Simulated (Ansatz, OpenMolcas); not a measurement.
# C2H7BO (SMILES CCBO): methods side by side

C2H7BO: 11 atoms, total charge 0, spin state singlet. As SMILES, `CCBO`. Geometry: relaxed at PBE0-D4/def2-TZVP. This is one conformer, not always the lowest.

Each level gives the vertical energy of the triplet above the singlet (eV). The values are calculated.

```json
{"level": "SVWN5/def2-SVP", "kind": "LDA", "program": "OpenMolcas", "value (eV)": "5.75"}
{"level": "BLYP/def2-SVP", "kind": "GGA", "program": "Ansatz", "value (eV)": "5.85"}
{"level": "revPBE/def2-SVP", "kind": "GGA", "program": "Ansatz", "value (eV)": "5.78"}
{"level": "PBE0/def2-SVP", "kind": "global hybrid", "program": "Ansatz", "value (eV)": "6.13"}
{"level": "wB97M-V/def2-SVP", "kind": "range-separated hybrid", "program": "Ansatz", "value (eV)": "6.52"}
{"level": "wB97X/def2-SVP", "kind": "range-separated hybrid", "program": "Ansatz", "value (eV)": "6.52"}
{"level": "MP2/def2-SVP", "kind": "perturbation theory", "program": "Ansatz", "value (eV)": "6.89"}
{"level": "CCSD/def2-SVP", "kind": "coupled cluster or CI", "program": "Ansatz", "value (eV)": "6.79"}
```

The values span 5.75 to 6.89 eV. A triplet this far above the singlet is often a Rydberg-like or dissociative state; sets without diffuse functions put Rydberg states too high.

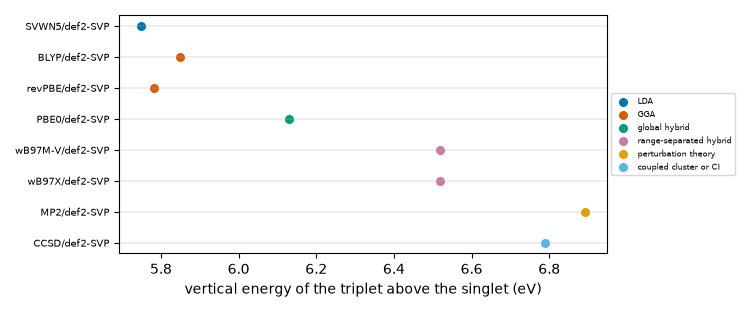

The values of the table, level by level.
